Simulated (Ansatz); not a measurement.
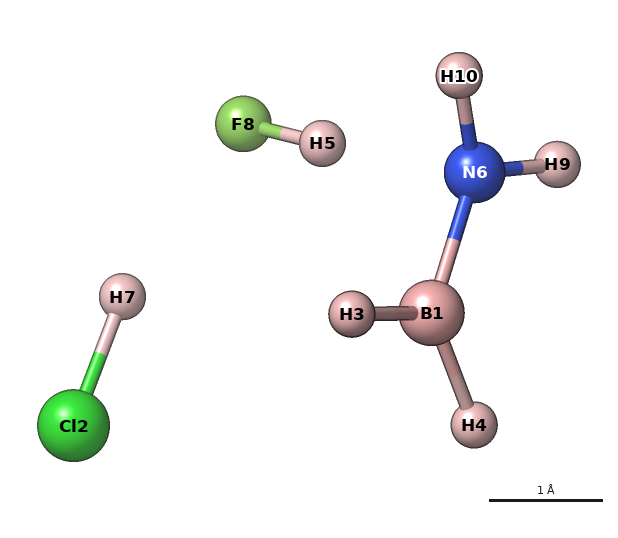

The geometry was computed by an optimisation with PBE0-D4/def2-TZVP.

Which hydrogen bonds does the structure hold? Count O, N, F, S and Cl donors.

```json
{"D–H···A": "F8–H5···N6", "D–H (Å)": "0.95", "H···A (Å)": "1.78", "angle (°)": "177", "kind": "intermolecular"}
{"D–H···A": "Cl2–H7···F8", "D–H (Å)": "1.29", "H···A (Å)": "1.88", "angle (°)": "161", "kind": "intermolecular"}
```
